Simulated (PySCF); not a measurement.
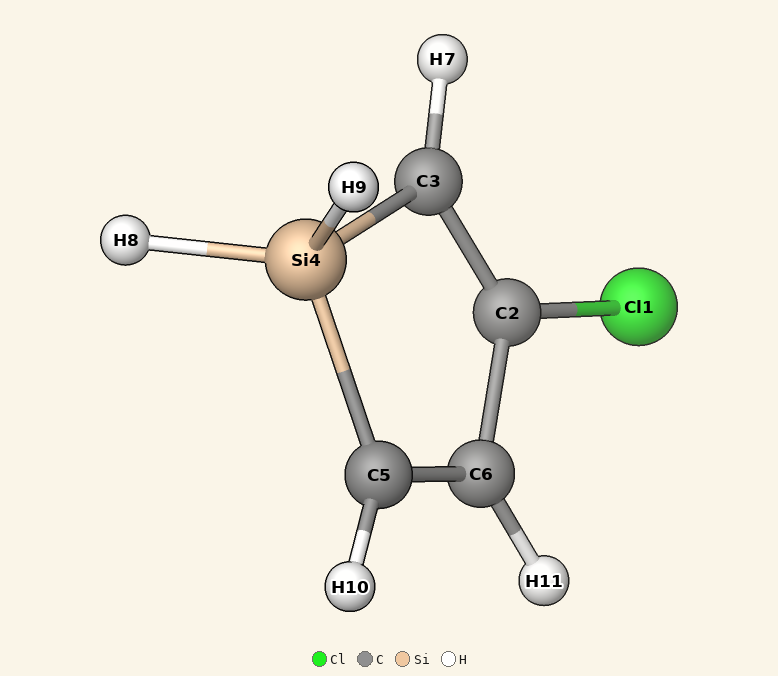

Computed geometry: PBE0-D3(BJ)/def2-SVP optimisation. No frequency run is at hand to confirm it as a minimum. Method: delta-SCF UKS B3LYP, pcX-2 on the ionised atom, pcseg-1 elsewhere, spin-free X2C (PySCF 2.14.0).

Give the core-electron binding energies (to vacuum; p and d levels without spin–orbit splitting) of Cl1 1s, Cl1 2p, C2 1s, C3 1s, Si4 1s, Si4 2p, C5 1s, C6 1s.

```
atom  level  binding energy (eV)
 Cl1     1s               2826.4
 Cl1     2p                206.3
  C2     1s                292.1
  C3     1s                289.8
 Si4     1s               1845.3
 Si4     2p                107.0
  C5     1s                290.1
  C6     1s                291.1
```
